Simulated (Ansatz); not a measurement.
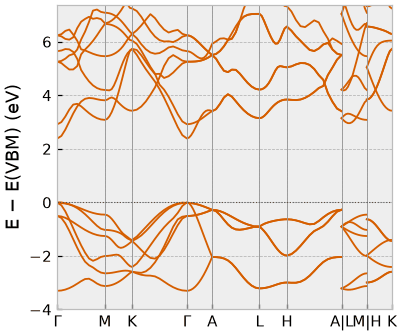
Fig. 1. Band structure from PBEsol in the plane-wave PAW code Ansatz

### Question
Read off the gap and where the band edges lie.

### Answer
About 2.4 eV (2.39 eV by a search for the band edges); maximum at Γ, minimum at Γ.

The material is MgTe (wurtzite, P6_3mc).

Symmetry was held in the PBEsol relaxation. Scalar-relativistic: spin–orbit coupling is off unless named, which matters more the heavier the elements.

Potentials: the later of the program's two PAW sets.
